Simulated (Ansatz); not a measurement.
## Electronic structure of BGaH$_{6}$InN in real space

The calculation's input:

```
crystal:
  periodic: [false, false, false]
  atoms:
    - {symbol: B, position_ang: [0.608996, 1.543419, 1.280418]}
    - {symbol: Ga, position_ang: [-0.659787, -1.039507, 0.283870]}
    - {symbol: In, position_ang: [2.065577, -0.870334, -0.333826]}
    - {symbol: "N", position_ang: [0.038439, 0.802734, 0.235303]}
    - {symbol: H, position_ang: [0.759889, 2.744091, 1.182611]}
    - {symbol: H, position_ang: [0.990706, 0.958239, 2.275874]}
    - {symbol: H, position_ang: [-0.023561, -1.535342, -1.170301]}
    - {symbol: H, position_ang: [-0.258576, 1.357388, -0.566168]}
    - {symbol: H, position_ang: [0.533256, -1.672219, 1.231441]}
    - {symbol: H, position_ang: [-2.171757, -1.248738, 0.585344]}
basis:
  gaussian:
    orbitals: def2-TZVPD
hamiltonian:
  xc: {name: PBE0}
output: {forces: true, orbitals: {seedname: orbitals}}
```

Launched as:

```sh
ansatz run input.yaml --threads 2 --pin off --max-ram 4350MiB --events-out events.jsonl --progress --plain --runs-dir runs
```

Geometry: PBE0-D3(BJ)/def2-SVP; core potentials replace the inner electrons of In.

Theory: isolated molecule in a Gaussian basis; Kohn-Sham density functional theory, functional PBE0 (Ansatz).

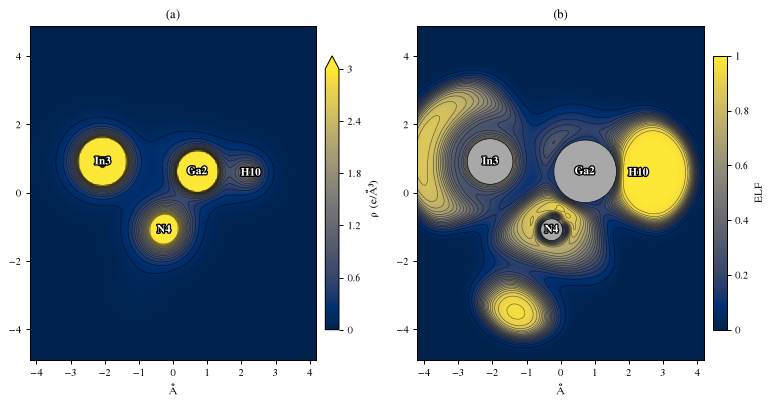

Figure 1. (a) electron density; (b) ELF on the plane of atoms N4, Ga2 and H10. Grey discs cover the atomic cores in the ELF map.

**Read the bonding off the picture.**

Atoms in the plane: Ga, In, N and H.
Ga–N (1.97 Å): ρ is about 0.68 e/Å³ halfway; the ELF peaks at about 0.90 in the valence shell of N, 0.7 Å from its nucleus, and is about 0.35 at the midpoint.
In–Ga (2.80 Å): ρ at the midpoint is about 0.2 e/Å³; the ELF is about 0.15 at the midpoint.
Ga–H (1.56 Å): ρ at the midpoint is about 1 e/Å³; the ELF climbs to about 1 towards the hydrogen.

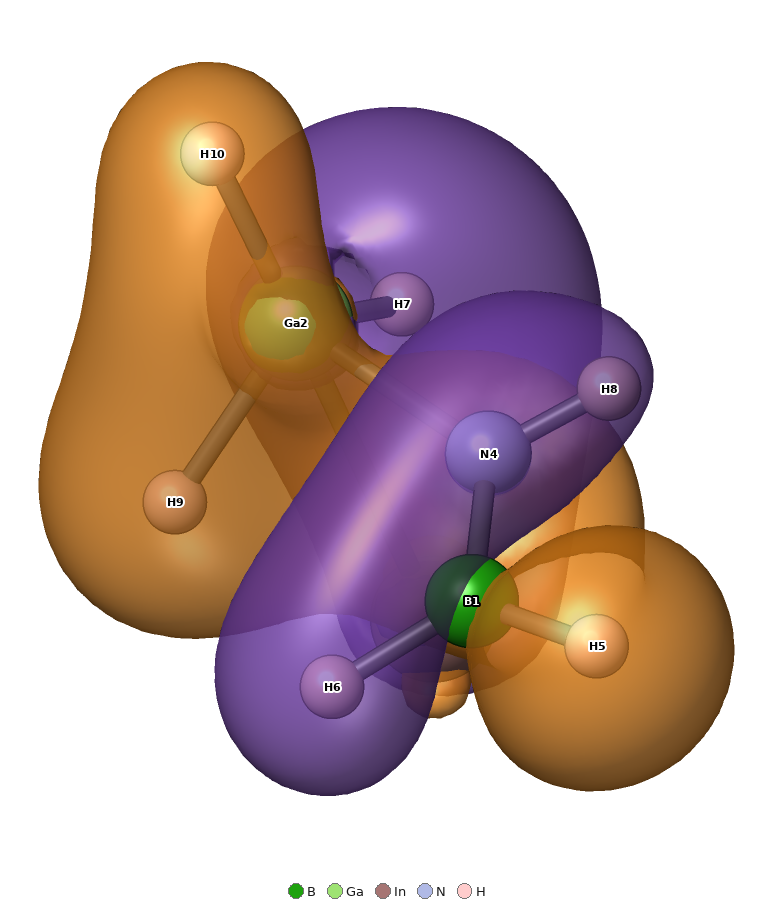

Figure 2. The HOMO−1 at ±0.06 Å⁻³ᐟ² (orange and purple are the two phases), seen at an oblique angle.

**Where does this orbital lie, and at what energy?**

Its weight (Hirshfeld) is mainly on H7 (about 25 %), N4 (about 20 %), Ga2 (about 15 %), B1 (about 10 %) and In3 (about 10 %). Its energy is −8.02 eV.
